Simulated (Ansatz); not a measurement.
Pressure series in InSb

The reference is InSb (space group Cmcm, No. 63; a cell from a computed database, its experimental status unchecked).

```yaml
crystal:
  lattice:
    - [3.00464, -3.12269, 0.00000]
    - [3.00464, 3.12269, 0.00000]
    - [0.00000, 0.00000, 17.30877]
  atoms:
    - { symbol: In, position: [0.06164, 0.93836, 0.25000] }
    - { symbol: In, position: [0.93836, 0.06164, 0.75000] }
    - { symbol: In, position: [0.39303, 0.60697, 0.41308] }
    - { symbol: In, position: [0.60697, 0.39303, 0.58692] }
    - { symbol: In, position: [0.60697, 0.39303, 0.91308] }
    - { symbol: In, position: [0.39303, 0.60697, 0.08692] }
    - { symbol: Sb, position: [0.55919, 0.44081, 0.25000] }
    - { symbol: Sb, position: [0.44081, 0.55919, 0.75000] }
    - { symbol: Sb, position: [0.89335, 0.10665, 0.42376] }
    - { symbol: Sb, position: [0.10665, 0.89335, 0.57624] }
    - { symbol: Sb, position: [0.10665, 0.89335, 0.92376] }
    - { symbol: Sb, position: [0.89335, 0.10665, 0.07624] }
```

Cell and atoms are relaxed at each pressure.

All numbers come from Ansatz (a program for electronic structure) PBEsol, spin-orbit coupling left out.

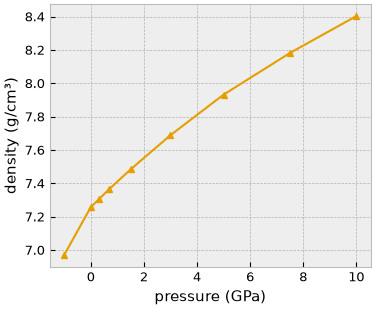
Figure. Density against pressure

### Question
From the plot, what is the density for pressure 0.7 GPa?

### Answer
About 7.4 g/cm³.

### Question
Is the trend monotonic over the range shown?

### Answer
Yes, it rises throughout, spanning 6.97 g/cm³ to 8.40 g/cm³.

Load acts through the strain it causes; cell and atoms are relaxed under it. Stability against distortions was not tested. No other phases were tried under pressure. All final runs are without spin polarisation. This is not the structure that InSb has at room temperature and ambient pressure.
